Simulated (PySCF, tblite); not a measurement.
# Al10N12H12: electronic excitations

Aim: compute the electronic excitations of Al10N12H12.

Computed with tblite 0.8.0 and PySCF 2.14.0 and routines of our own; the level stands in each step. Atoms count from 0.

### 1 The starting structure

34 atoms, charge 0, multiplicity 1; geometry from: force field, distance geometry or constructed start.

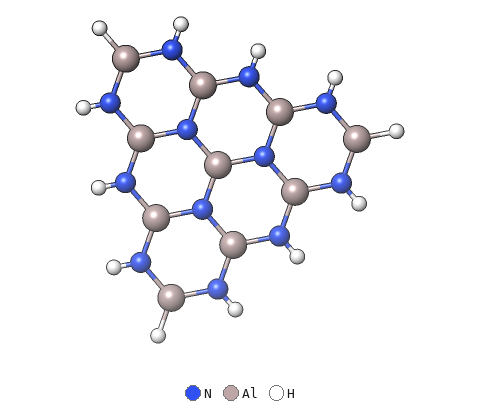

The starting geometry (nitrogen blue, aluminium light grey, hydrogen white); sticks join atoms by distance alone.

### 2 Optimising the geometry with GFN2-xTB

Job settings and geometry (Å):

```
{"job": {"kind": "relax", "xc": "GFN2-xTB", "basis": "xTB"}, "charge": 0, "multiplicity": 1}
N      0.004900     1.798200    -0.001600
Al    -1.562000     2.702600    -0.006900
N     -3.112500     1.797700     0.001000
Al    -3.118400     0.004400    -0.006200
N     -1.559800    -0.901200     0.003400
Al    -0.003300    -0.000500    -0.002600
N     -4.676400    -0.898300    -0.003300
Al    -4.673100    -2.697300     0.001500
N     -3.115000    -3.602100    -0.000400
Al    -1.561600    -2.700800     0.001600
N      3.115600     1.798800    -0.002100
Al     1.556300     2.698000    -0.000000
N      1.555400    -0.899300     0.005000
Al     3.119900    -0.000600    -0.002700
N      4.674300    -0.894900     0.000200
Al     1.556900    -2.699400     0.006300
N      3.118100    -3.598100     0.000900
Al     4.675400    -2.703400    -0.001000
N      1.558200     4.501800     0.002500
Al     0.002800     5.400900     0.002700
N     -1.561100     4.503800     0.001500
N     -0.000900    -3.598500    -0.000200
H     -4.015000     2.324600     0.006600
H     -5.581400    -0.384300    -0.001500
H     -6.009700    -3.467400     0.000900
H     -3.123800    -4.640900     0.002500
H      4.019100     2.322300    -0.000700
H      5.576600    -0.379400     0.001200
H      3.118300    -4.639600    -0.002000
H      6.011300    -3.469600     0.003400
H      2.463100     5.020600    -0.001100
H     -0.001900     6.941300     0.000200
H     -2.460500     5.020100    -0.001900
H      0.002100    -4.641300     0.003700
```

The run is started by

```
$ OMP_NUM_THREADS=2 python large_run.py task.json out
```

The driver reads the jobs from task.json and runs them one after another.

The log of the run:

```text
step      E/eV     max force
  0   -1431.09905    1.045
  1   -1431.22177    0.416
  2   -1431.23982    0.196
  3   -1431.25297    0.140
  4   -1431.25622    0.104
  5   -1431.25890    0.096
  6   -1431.26004    0.101
  7   -1431.26224    0.094
  8   -1431.26439    0.093
  9   -1431.26608    0.065
 10   -1431.26685    0.036
 11   -1431.26719    0.031
 12   -1431.26737    0.025
 13   -1431.26748    0.019
```

Run time: 0.55 s. Hardware: 2 threads of Arm Neoverse V2, shared host; peak memory 0.16 GiB.

Step by step:

| step | energy from step 0 (eV) | largest force (eV/Å) |
| --- | --- | --- |
| 0 | 0.0000 | 1.0450 |
| 1 | -0.1227 | 0.4155 |
| 2 | -0.1408 | 0.1960 |
| 3 | -0.1539 | 0.1404 |
| 4 | -0.1572 | 0.1039 |
| 5 | -0.1599 | 0.0959 |
| 6 | -0.1610 | 0.1009 |
| 7 | -0.1632 | 0.0942 |
| 8 | -0.1653 | 0.0937 |
| 9 | -0.1670 | 0.0654 |
| 10 | -0.1678 | 0.0360 |
| 11 | -0.1681 | 0.0308 |
| 12 | -0.1683 | 0.0249 |
| 13 | -0.1684 | 0.0191 |

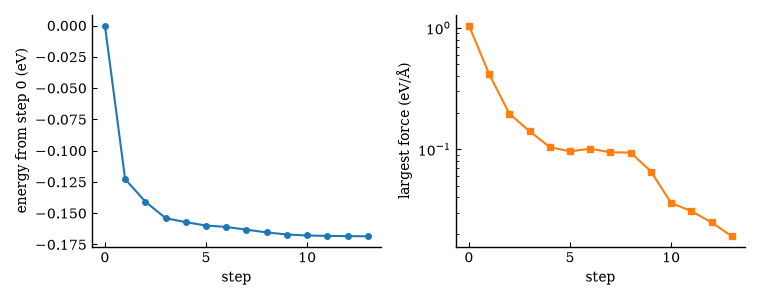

Energy and largest force along the relaxation.

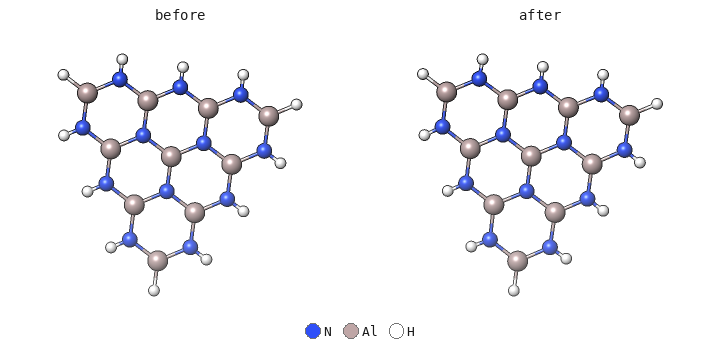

Before and after, at one scale.

Distances of close pairs at the start and the end, largest changes first:

| bond | before (Å) | after (Å) | change (Å) |
| --- | --- | --- | --- |
| N2–H22 | 1.045 | 1.016 | -0.029 |
| N10–H26 | 1.044 | 1.016 | -0.028 |
| N21–H33 | 1.043 | 1.016 | -0.027 |
| N18–H30 | 1.043 | 1.017 | -0.026 |
| N16–H28 | 1.042 | 1.017 | -0.024 |
| N6–H23 | 1.041 | 1.017 | -0.024 |
| N0–Al11 | 1.793 | 1.817 | +0.023 |
| N14–H27 | 1.039 | 1.017 | -0.022 |

The next job starts from the end point, and lists it.

### 3 Electronic excitations: TDA PBE0/6-31G*

Job settings and geometry (Å):

```
{"job": {"kind": "uv", "basis": "6-31G*", "grid": 1, "kgrid": 0, "vcut": 1.5, "nstates": 6, "ntriplets": 2, "tda": true, "delta": [], "pop": true, "xc": "PBE0"}, "charge": 0, "multiplicity": 1}
N      0.000130     1.816826    -0.003925
Al    -1.577936     2.716813    -0.000528
N     -3.128800     1.807940    -0.000866
Al    -3.141955     0.010290    -0.000225
N     -1.574503    -0.908805    -0.000595
Al    -0.001204    -0.000030     0.000808
N     -4.693776    -0.922214    -0.002648
Al    -4.711830    -2.719652    -0.000837
N     -3.146605    -3.603693     0.001224
Al    -1.563128    -2.725795     0.000870
N      3.129251     1.807288    -0.001782
Al     1.578551     2.716348    -0.001666
N      1.572535    -0.907926     0.003386
Al     3.140499     0.009758     0.001038
N      4.692526    -0.922210    -0.000506
Al     1.562552    -2.724625     0.001381
N      3.145829    -3.602362     0.000765
Al     4.711539    -2.719570     0.001287
N      1.547106     4.526454     0.001612
Al     0.000248     5.441840     0.000519
N     -1.546800     4.526830    -0.000589
N      0.000101    -3.613396     0.002652
H     -4.007866     2.316829     0.004645
H     -5.554290    -0.379843    -0.002737
H     -6.035956    -3.482969     0.001680
H     -3.107037    -4.620144     0.002011
H      4.009081     2.314820    -0.001262
H      5.552275    -0.378664     0.000281
H      3.104868    -4.618687    -0.001298
H      6.035127    -3.483833     0.002666
H      2.447954     4.998751     0.000506
H      0.000079     6.970365     0.001036
H     -2.447094     5.000141    -0.001109
H      0.000459    -4.629123     0.003026
```

Level: TDA PBE0/6-31G*, vertical, gas phase, core orbitals frozen in the response, virtual orbitals cut by energy.

The log of the run:

```text
start: PBE on a coarse grid of 34867 points
cycle   1  E = -3086.4322706424  dE =  2.792e+00  |g| = 2.195e+00  |ddm| = 6.483e+00
cycle   2  E = -3081.6968598918  dE =  4.735e+00  |g| = 4.609e+00  |ddm| = 7.042e+00
cycle   3  E = -3087.5060717072  dE = -5.809e+00  |g| = 3.444e-01  |ddm| = 5.831e+00
cycle   4  E = -3087.5180348858  dE = -1.196e-02  |g| = 3.519e-01  |ddm| = 8.097e-01
cycle   5  E = -3087.5470564063  dE = -2.902e-02  |g| = 9.822e-02  |ddm| = 3.561e-01
cycle   6  E = -3087.5500116423  dE = -2.955e-03  |g| = 1.605e-02  |ddm| = 1.299e-01
cycle   7  E = -3087.5500628537  dE = -5.121e-05  |g| = 8.257e-03  |ddm| = 1.887e-02
final grid: 144403 points
cycle   8  E = -3087.5067870744  dE = -1.642e-02  |g| = 3.010e-02  |ddm| = 4.843e-01
cycle   9  E = -3087.5067396155  dE =  4.746e-05  |g| = 3.592e-02  |ddm| = 5.981e-02
cycle  10  E = -3087.5070293406  dE = -2.897e-04  |g| = 8.141e-03  |ddm| = 3.267e-02
cycle  11  E = -3087.5070402528  dE = -1.091e-05  |g| = 2.359e-03  |ddm| = 7.831e-03
cycle  12  E = -3087.5070435034  dE = -3.251e-06  |g| = 6.554e-04  |ddm| = 2.340e-03
cycle  13  E = -3087.5070419618  dE =  1.542e-06  |g| = 1.514e-04  |ddm| = 7.338e-04
cycle  14  E = -3087.5070403970  dE =  1.565e-06  |g| = 1.335e-05  |ddm| = 1.939e-04
converged SCF energy = -3087.5070403970

Static polarisability (au): isotropic 281.658, principal 175.921 334.502 334.550

Singlet excitations
state   eV       nm        f      main configurations
  1   4.7489    261.1   0.00000   H->L 0.73, H-1->L 0.12
  2   4.7490    261.1   0.00000   H-1->L 0.73, H->L 0.12
  3   4.9935    248.3   0.00084   H-2->L 0.88
  4   5.0213    246.9   0.00000   H-4->L 0.80
  5   5.0219    246.9   0.00000   H-5->L 0.81
  6   5.1443    241.0   0.00000   H-3->L 0.81

Triplet excitations (Tamm-Dancoff, eV): 4.5707 4.5709
```

Wall time 43 s (2 threads of Arm Neoverse V2, shared host); peak memory 1.3 GiB.

The orbitals next to the gap, with their largest atomic shares:

| orbital | eV | atoms |
| --- | --- | --- |
| HOMO−4 | -6.93 | N4 25 %, N12 24 %, N14 11 % |
| HOMO−3 | -6.92 | N6 15 %, N14 15 %, N8 14 % |
| HOMO−2 | -6.89 | N2 23 %, N21 23 %, N10 23 % |
| HOMO−1 | -6.58 | N2 19 %, N8 15 %, N6 14 % |
| HOMO | -6.58 | N16 18 %, N14 18 %, N10 15 % |
| LUMO | -0.86 | Al5 14 %, Al9 8 %, Al3 8 % |
| LUMO+1 | 0.06 | Al9 11 %, Al11 10 %, Al15 10 % |
| LUMO+2 | 0.06 | Al3 12 %, Al13 12 %, Al17 8 % |
| LUMO+3 | 0.41 | Al19 53 %, Al17 17 %, Al7 9 % |

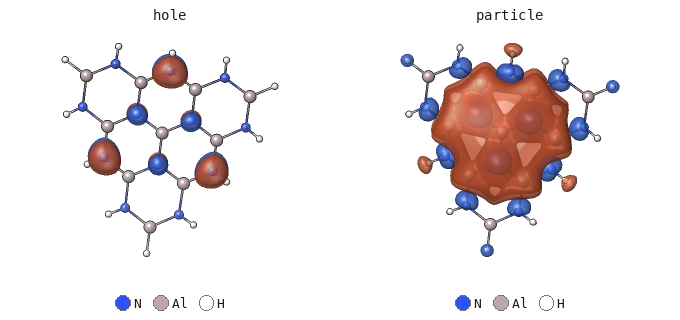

Leading natural transition orbitals of singlet state 3: the electron leaves the hole (left) for the particle orbital (right).

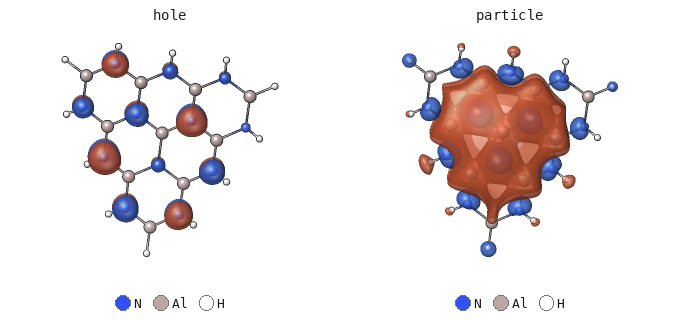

Leading natural transition orbitals of singlet state 1: the electron leaves the hole (left) for the particle orbital (right).

Further results of this job:

| property | computed |
| --- | --- |
| dipole moment (D) | 0.01 |
| polarisability (Å³) | 41.74 |
| HOMO–LUMO gap (eV) | 5.72 |
| −ε(HOMO) (eV) | 6.58 |

The fields below are evaluated on a grid from the run's orbitals.

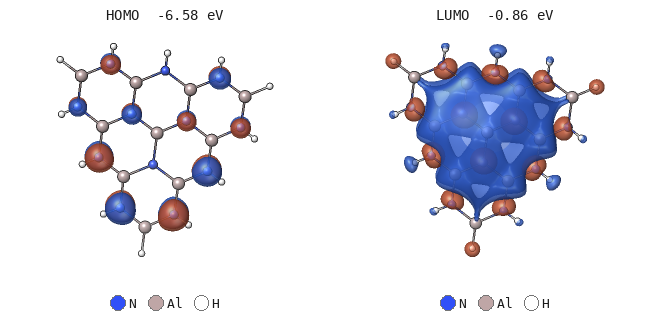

PBE0/6-31G* orbitals near the gap, drawn at the value that encloses 70 % of each; the two colours are the two signs. The LUMO is diffuse and is cut off by the edge of the grid.

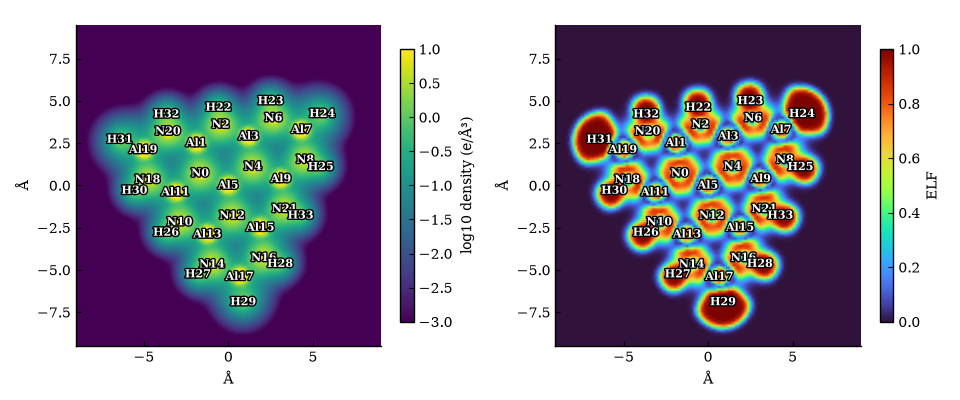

Density (left) and ELF (right) in a plane through or near 34 of the atoms.

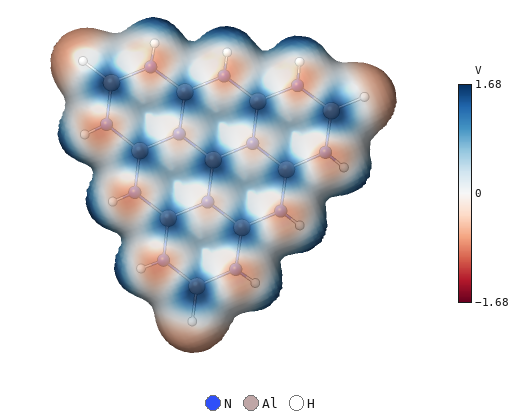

Electrostatic potential on the surface of density 0.002 e/bohr³; red is low, blue high. It runs from -0.75 V near N20 to 1.68 V near Al7.

### 4 Summary of results

| quantity | value |
| --- | --- |
| lowest singlet (PBE0/6-31G*) | 4.75 eV (261 nm), f = 0.000 |
| brightest single state of those computed | state 3, 4.99 eV, f = 0.001 |
| lowest triplet | 4.57 eV |
| surface potential, least and greatest | -0.75 V and 1.68 V |

What this shows: The lowest singlet, at 4.75 eV, is HOMO→LUMO 0.73, HOMO−1→LUMO 0.12 and is dark. The lowest triplet lies 0.18 eV below the lowest singlet.
